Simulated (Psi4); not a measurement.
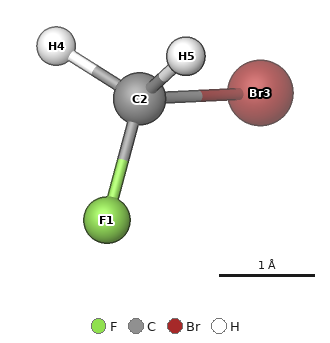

**Figure 1.** The structure (ball-and-stick view, seen at a tilt; atoms are numbered from 1 in the order of the input). Bond lengths as drawn: Br–C 1.93 Å, C–F 1.35 Å and C–H 1.09 Å.

Energy and gradient calculation, with input and output: CH₂BrF

- system: CH₂BrF, SMILES FCBr
- method: HF/def2-TZVP, RHF (Psi4 1.11)

The geometry comes from this level: PBE0-D4/def2-TZVP.

## What the program printed
```
Psi4 1.11 release

gradient() will perform analytic gradient computation.

   => Loading Basis Set <=

    Name: DEF2-TZVP
    Role: ORBITAL
    Keyword: BASIS

         ---------------------------------------------------------
                                   SCF
                              RHF Reference
                        1 Threads,   1525 MiB Core
         ---------------------------------------------------------

  ==> Geometry <==

    Molecular point group: c1
    Full point group: C1

    Geometry (in Angstrom), charge = 0, multiplicity = 1:

       Center              X                  Y                   Z               Mass
    ------------   -----------------  -----------------  -----------------  -----------------
         F            1.636643005271     0.998450177808     0.724913571234    18.998403162730
         C            1.099743005271    -0.238949822192     0.638513571234    12.000000000000
         BR          -0.595156994729    -0.184749822192    -0.293286428766    78.918337600000
         H            1.757443005271    -0.885849822192     0.061513571234     1.007825032230
         H            0.900043005271    -0.623749822192     1.636513571234     1.007825032230

  Running in c1 symmetry.

  Rotational constants: A =      1.35540  B =      0.12546  C =      0.11748 [cm^-1]
  Rotational constants: A =  40633.87763  B =   3761.05139  C =   3521.83045 [MHz]
  Nuclear repulsion =  165.599950115926788

  Charge       = 0
  Multiplicity = 1
  Electrons    = 52
  Nalpha       = 26
  Nbeta        = 26

  ==> Algorithm <==

  SCF Algorithm Type is DF.
  DIIS enabled.
  MOM disabled.
  Fractional occupation disabled.
  Guess Type is SAD.
  Energy threshold   = 1.00e-08
  Density threshold  = 1.00e-08
  Integral threshold = 1.00e-12

  ==> Primary Basis <==

  Basis Set: DEF2-TZVP
    Blend: DEF2-TZVP
    Number of shells: 46
    Number of basis functions: 122
    Number of Cartesian functions: 139
    Spherical Harmonics?: true
    Max angular momentum: 3

   => Loading Basis Set <=

    Name: (DEF2-TZVP AUX)
    Role: JKFIT
    Keyword: DF_BASIS_SCF

  ==> Integral Setup <==

  DFHelper Memory: AOs need 0.055 GiB; user supplied 1.118 GiB.
  SCF_SUBTYPE=INCORE selected. In-core MEM_DF algorithm will be used.
  Using in-core AOs.

  ==> MemDFJK: Density-Fitted J/K Matrices <==

    J tasked:                   Yes
    K tasked:                   Yes
    wK tasked:                   No
    Memory [MiB]:              1144
    Algorithm:                 Core
    Schwarz Cutoff:           1E-12
    Mask sparsity (%):       2.2037
    Fitting Condition:        1E-10

   => Auxiliary Basis Set <=

  Basis Set: (DEF2-TZVP AUX)
    Blend: DEF2-UNIVERSAL-JKFIT
    Number of shells: 122
    Number of basis functions: 454
    Number of Cartesian functions: 593
    Spherical Harmonics?: true
    Max angular momentum: 5

  Minimum eigenvalue in the overlap matrix is 2.4106729989E-03.
  Reciprocal condition number of the overlap matrix is 3.8413526582E-04.
    Using symmetric orthogonalization.

  ==> Pre-Iterations <==

  SCF Guess: Superposition of Atomic Densities via on-the-fly atomic UHF (no occupation information).

   -------------------------
    Irrep   Nso     Nmo
   -------------------------
     A        122     122
   -------------------------
    Total     122     122
   -------------------------

  ==> Iterations <==

                           Total Energy        Delta E     RMS |[F,P]|

   @DF-RHF iter SAD: -2708.78368834015464   -2.70878e+03   0.00000e+00
   @DF-RHF iter   1: -2710.70405585384015   -1.92037e+00   9.96371e-03 DIIS
   @DF-RHF iter   2: -2710.86895443136245   -1.64899e-01   5.54605e-03 DIIS
   @DF-RHF iter   3: -2710.93327997682445   -6.43255e-02   2.50418e-04 DIIS
   @DF-RHF iter   4: -2710.93400675469502   -7.26778e-04   1.25328e-04 DIIS
   @DF-RHF iter   5: -2710.93414164727164   -1.34893e-04   2.87744e-05 DIIS
   @DF-RHF iter   6: -2710.93415664618215   -1.49989e-05   9.46514e-06 DIIS
   @DF-RHF iter   7: -2710.93415817794858   -1.53177e-06   3.91683e-06 DIIS
   @DF-RHF iter   8: -2710.93415845052868   -2.72580e-07   8.27891e-07 DIIS
   @DF-RHF iter   9: -2710.93415846705557   -1.65269e-08   1.70925e-07 DIIS
   @DF-RHF iter  10: -2710.93415846760445   -5.48880e-10   4.61137e-08 DIIS
   @DF-RHF iter  11: -2710.93415846763901   -3.45608e-11   1.31167e-08 DIIS
   @DF-RHF iter  12: -2710.93415846764219   -3.18323e-12   3.20434e-09 DIIS
  Energy and wave function converged.

  ==> Post-Iterations <==

    Orbital Energies [Eh]
    ---------------------

    Doubly Occupied:

       1A   -490.024966     2A    -65.167566     3A    -58.522767
       4A    -58.521390     5A    -58.521316     6A    -26.316487
       7A    -11.384232     8A     -9.841212     9A     -7.453232
      10A     -7.446690    11A     -7.446362    12A     -3.195903
      13A     -3.192543    14A     -3.192226    15A     -3.183955
      16A     -3.183951    17A     -1.637231    18A     -1.071237
      19A     -0.917239    20A     -0.749790    21A     -0.733189
      22A     -0.695700    23A     -0.581605    24A     -0.504841
      25A     -0.426725    26A     -0.417047

    Virtual:

      27A      0.126513    28A      0.170754    29A      0.197889
      30A      0.207050    31A      0.268073    32A      0.316520
      33A      0.348980    34A      0.372646    35A      0.384762
      36A      0.426662    37A      0.454887    38A      0.469190
      39A      0.490782    40A      0.525722    41A      0.550832
      42A      0.607821    43A      0.639278    44A      0.667056
      45A      0.694748    46A      0.859191    47A      0.875079
      48A      0.966021    49A      1.024353    50A      1.082399
      51A      1.095382    52A      1.117142    53A      1.171752
      54A      1.231798    55A      1.545103    56A      1.567426
      57A      1.596732    58A      1.599500    59A      1.612869
      60A      1.665889    61A      1.701523    62A      1.768067
      63A      1.813199    64A      1.815387    65A      1.825493
      66A      1.851694    67A      1.878230    68A      1.891738
      69A      1.894918    70A      1.913776    71A      1.991454
      72A      1.993398    73A      2.039532    74A      2.139990
      75A      2.209064    76A      2.279107    77A      2.514263
      78A      2.520793    79A      2.529210    80A      2.633086
      81A      2.673459    82A      2.780451    83A      2.784503
      84A      3.014478    85A      3.023745    86A      3.076152
      87A      3.348069    88A      3.374815    89A      3.488650
      90A      3.546773    91A      3.550461    92A      3.593072
      93A      3.717817    94A      3.733717    95A      3.834540
      96A      3.872269    97A      4.105841    98A      4.146537
      99A      4.219907   100A      4.434260   101A      4.456281
     102A      4.486394   103A      4.576320   104A      4.614054
     105A      4.659082   106A      4.936009   107A      5.521467
     108A      7.388815   109A      7.389328   110A      7.477947
     111A      7.484618   112A      7.735602   113A      7.767286
     114A      7.821528   115A      8.116741   116A      8.955876
     117A      8.956674   118A      9.367831   119A      9.375752
     120A      9.584604   121A     23.260311   122A     58.817654

    Final Occupation by Irrep:
              A
    DOCC [    26 ]
    NA   [    26 ]
    NB   [    26 ]

  @DF-RHF Final Energy: -2710.93415846764219

   => Energetics <=

    Nuclear Repulsion Energy =            165.5999501159267879
    One-Electron Energy =               -4104.4094067027308483
    Two-Electron Energy =                1227.8752981191619256
    Total Energy =                      -2710.9341584676421917

Computation Completed

Properties will be evaluated at   0.000000,   0.000000,   0.000000 [a0]

Properties computed using the SCF density matrix

 Multipole Moments:

 ------------------------------------------------------------------------------------
     Multipole            Electronic (a.u.)      Nuclear  (a.u.)        Total (a.u.)
 ------------------------------------------------------------------------------------

 L = 1.  Multiply by 2.5417464519 to convert [e a0] to [Debye]
 Dipole X            :         -5.6166737            5.9625324            0.3458587
 Dipole Y            :          0.1565886           -0.8002815           -0.6436930
 Dipole Z            :         -3.0839997            3.3794080            0.2954083
 Magnitude           :                                                    0.7881783

 ------------------------------------------------------------------------------------

	total time  =          2 seconds =       0.03 minutes

         ------------------------------------------------------------
                                   SCF GRAD
         ------------------------------------------------------------

  ==> Geometry <==

    Molecular point group: c1
    Full point group: C1

    Geometry (in Angstrom), charge = 0, multiplicity = 1:

       Center              X                  Y                   Z               Mass
    ------------   -----------------  -----------------  -----------------  -----------------
         F            1.636643005271     0.998450177808     0.724913571234    18.998403162730
         C            1.099743005271    -0.238949822192     0.638513571234    12.000000000000
         BR          -0.595156994729    -0.184749822192    -0.293286428766    78.918337600000
         H            1.757443005271    -0.885849822192     0.061513571234     1.007825032230
         H            0.900043005271    -0.623749822192     1.636513571234     1.007825032230

  Nuclear repulsion =  165.599950115926788

  ==> Basis Set <==

  Basis Set: DEF2-TZVP
    Blend: DEF2-TZVP
    Number of shells: 46
    Number of basis functions: 122
    Number of Cartesian functions: 139
    Spherical Harmonics?: true
    Max angular momentum: 3

  ==> DFJKGrad: Density-Fitted SCF Gradients <==

    Gradient:                    1
    J tasked:                  Yes
    K tasked:                  Yes
    wK tasked:                  No
    Integrals threads:           1
    Memory [MiB]:             1144
    Schwarz Cutoff:          1E-12
    Fitting Condition:       1E-10

   => Auxiliary Basis Set <=

  Basis Set: (DEF2-TZVP AUX)
    Blend: DEF2-UNIVERSAL-JKFIT
    Number of shells: 122
    Number of basis functions: 454
    Number of Cartesian functions: 593
    Spherical Harmonics?: true
    Max angular momentum: 5

  -Total Gradient:
     Atom            X                  Y                   Z
    ------   -----------------  -----------------  -----------------
       1        0.006334578341     0.013662737478     0.001178268485
       2       -0.007130665782    -0.002199230080    -0.003507482605
       3       -0.000983960676    -0.001122884176    -0.000352839106
       4        0.004692251421    -0.006337122076    -0.005650430357
       5       -0.002912203341    -0.004003501173     0.008332483568

	total time  =          1 seconds =       0.02 minutes

  Variable Map:
  ----------------------------------------------------------------------------
  "CURRENT ENERGY"           =>   -2710.934158467642
  "CURRENT REFERENCE ENERGY" =>   -2710.934158467642
  "DD SOLVATION ENERGY"      =>       0.000000000000
  "HF KINETIC ENERGY"        =>    2710.788776403037
  "HF POTENTIAL ENERGY"      =>   -5421.722934870680
  "HF TOTAL ENERGY"          =>   -2710.934158467642
  "HF VIRIAL RATIO"          =>       2.000053630908
  "NUCLEAR REPULSION ENERGY" =>     165.599950115927
  "ONE-ELECTRON ENERGY"      =>   -4104.409406702731
  "PCM POLARIZATION ENERGY"  =>       0.000000000000
  "PE ENERGY"                =>       0.000000000000
  "SCF ITERATION ENERGY"     =>   -2710.934158467642
  "SCF ITERATIONS"           =>      12.000000000000
  "SCF TOTAL ENERGY"         =>   -2710.934158467642
  "TWO-ELECTRON ENERGY"      =>    1227.875298119162

  Array Variable Map:
  ----------------------------------------------------------------------------
  "CURRENT DIPOLE"           =>       0.345858740414 ... 0.295408311997 1 by 3
  "CURRENT GRADIENT"         =>       0.006334578341 ... 0.008332483568 5 by 3
  "HF TOTAL GRADIENT"        =>       0.006334578341 ... 0.008332483568 5 by 3
  "SCF DIPOLE"               =>       0.345858740414 ... 0.295408311997 1 by 3
  "SCF TOTAL ENERGIES"       =>   -2708.783688340155 ... -2710.934158467642 1 by 13
  "SCF TOTAL GRADIENT"       =>       0.006334578341 ... 0.008332483568 5 by 3

    Psi4 run time: 0:00:02.57
```

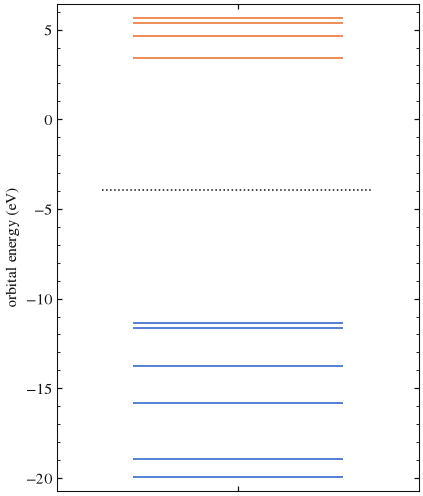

**Figure 2.** Orbital energies near the frontier; the dotted line parts filled from empty levels, and levels within 0.02 eV of each other stand side by side. Highest filled −11.35 eV, lowest empty 3.44 eV, 14.79 eV apart.

The run was set up as follows.

## The input (input.in)
```
memory 1600 MB

molecule mol {
  0 1
  F      0.686900     1.170700     0.163000
  C      0.150000    -0.066700     0.076600
  Br    -1.544900    -0.012500    -0.855200
  H      0.807700    -0.713600    -0.500400
  H     -0.049700    -0.451500     1.074600
  symmetry c1
}

set {
  basis def2-TZVP
  scf_type df
  scf_initial_accelerator none
}

gradient('scf')
print_variables()
```

Launch command:
```bash
psi4 -i input.in -o input.out -n 1
```

## Results in brief

```json
{"quantity": "outcome", "value": "converged"}
{"quantity": "total energy", "value": "−2710.934158 hartree"}
{"quantity": "basis functions", "value": "122"}
{"quantity": "largest force", "value": "0.777 eV/Å"}
{"quantity": "HOMO", "value": "−11.35 eV"}
{"quantity": "LUMO", "value": "3.44 eV"}
{"quantity": "dipole moment", "value": "2.00 D"}
{"quantity": "hardware", "value": "1 thread of AMD EPYC (Zen 3), 16 GiB of memory available, shared host"}
{"quantity": "wall time", "value": "3.9 s"}
{"quantity": "peak memory", "value": "0.27 GiB"}
```
